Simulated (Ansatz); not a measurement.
**WH2O4 (SMILES [O]=[W](=[O])([OH])[OH]) at BLYP/def2-SVP (core potential)**

What is the vertical ionisation energy of WH2O4 at BLYP/def2-SVP (core potential)? 

Program for the calculation: Ansatz 0.2.0.

## (1) The structure to begin with

WH2O4 has 7 atoms, charge 0, and is taken as a singlet. As SMILES, `[O]=[W](=[O])([OH])[OH]`. The shape is that of a PBE0-D4/def2-TZVP optimisation. This is one conformer, not always the lowest.

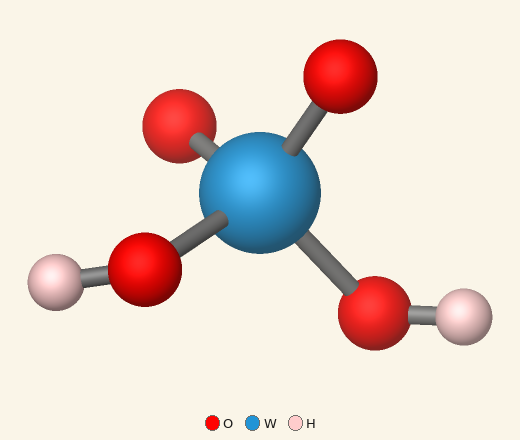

Viewed from a chosen angle; oxygen red, tungsten blue, hydrogen pink.

## (2) A single-point energy at BLYP/def2-SVP (core potential)

File molecule.yaml:

```yaml
crystal:
  periodic: [false, false, false]
  atoms:
    - symbol: O
      position_ang: [-1.405490, 1.320440, 0.101460]
    - symbol: W
      position_ang: [-0.074460, 0.262990, 0.223380]
    - symbol: O
      position_ang: [0.838560, 0.682730, 1.599940]
    - symbol: O
      position_ang: [-0.678990, -1.507810, 0.417510]
    - symbol: O
      position_ang: [0.980910, 0.441080, -1.323670]
    - symbol: H
      position_ang: [-1.588940, -1.793310, 0.309900]
    - symbol: H
      position_ang: [1.928400, 0.593870, -1.328530]
basis:
  gaussian: {orbitals: def2-SVP}
hamiltonian: {xc: {name: BLYP}}
accuracy: high
output: {orbitals: {seedname: orbitals}}
```

On the command line:

```console
ansatz run molecule.yaml --threads 1 --pin off --max-ram 3480MiB --events-out events.jsonl --progress --plain --runs-dir runs
```

What it wrote:

```text
Warning: RAYON_NUM_THREADS=1 ignored (pool sized by the plan → 1); use --threads N
Functional definition: BLYP
  name "BLYP"
  parameter beta = 0.0042
  parameter a = 0.04918
  parameter b = 0.132
  parameter c = 0.2533
  parameter d = 0.349
  exchange = b88_x(beta = beta)
  correlation = lyp_c(a = a, b = b, c = c, d = d)
2166 factors; integrals over basis functions are off by at most 3.3e-9 eV
mean field evaluation 1: about -10016.6988 eV, gradient 1.2e2 eV
mean field evaluation 2: about -9687.3598 eV, gradient 3.5e2 eV
mean field evaluation 4: about -10042.2570 eV, gradient 3.2e1 eV
mean field evaluation 8: about -10044.2608 eV, gradient 8.1e-1 eV
mean field evaluation 16: about -10044.2661 eV, gradient 1.7e-4 eV
mean field -10044.26612280 eV, -369.1199717646 hartree, gradient 6.1e-8 eV, S^2 0.000000; 0 other end points of the search recorded, 0 dependent functions left out
reference -10044.26617804 eV, -369.1199737947 hartree; 24, 24 occupied and 74, 74 virtual orbitals, 2166 factors
Total energy: -10044.26617804 eV, -369.1199737947 hartree
```

It took 9 s on 1 thread of Arm Neoverse V1, shared host; peak memory 0.28 GiB.

## (3) The doublet cation at the same level

molecule.yaml, as its differences from that of step 2:

```diff
@@ -18,4 +18,10 @@
 basis:
-  gaussian: {orbitals: def2-SVP}
-hamiltonian: {xc: {name: BLYP}}
+  gaussian:
+    orbitals: def2-SVP
+total_charge: 1
+magnetization:
+  spin_polarized: true
+  initial_magnetization: 1
+hamiltonian:
+  xc: {name: BLYP}
 accuracy: high
```

On the command line:

```console
ansatz run molecule.yaml --threads 1 --pin off --max-ram 3480MiB --events-out events.jsonl --progress --plain --runs-dir runs
```

What it wrote (excerpt; [...] marks lines left out):

```text
Warning: RAYON_NUM_THREADS=1 ignored (pool sized by the plan → 1); use --threads N
[... 2 set-up lines as earlier in the session ...]
[...]
2165 factors; integrals over basis functions are off by at most 3.3e-9 eV
[...]
mean field -10033.65986165 eV, -368.7301988565 hartree, gradient 6.8e-8 eV, S^2 0.761037; 10 other end points of the search recorded, 0 dependent functions left out
reference -10033.65991955 eV, -368.7302009843 hartree; 24, 23 occupied and 74, 75 virtual orbitals, 2165 factors
Total energy: -10033.65991955 eV, -368.7302009843 hartree
```

Wall time 40 s (1 thread of Arm Neoverse V1, shared host); peak memory 0.39 GiB.

## (4) Outcome

Level: BLYP/def2-SVP (core potential).

```
                                          quantity          value
                       singlet WH2O4: total energy  -369.11997 Eh
                        singlet WH2O4: HOMO energy       -7.02 eV
                        singlet WH2O4: LUMO energy       -2.07 eV
                      singlet WH2O4: HOMO–LUMO gap        4.95 eV
                      doublet cation: total energy  -368.73020 Eh
doublet cation: HOMO energy (highest over α and β)      -14.27 eV
 doublet cation: LUMO energy (lowest over α and β)      -14.09 eV
                              doublet cation: ⟨S²⟩          0.761
vertical ionisation energy (to the doublet cation)      10.606 eV
```

Removing an electron at fixed nuclei costs 10.61 eV (1023 kJ/mol). −ε(HOMO) before ionisation, 7.02 eV, is 3.59 eV below this ionisation energy.
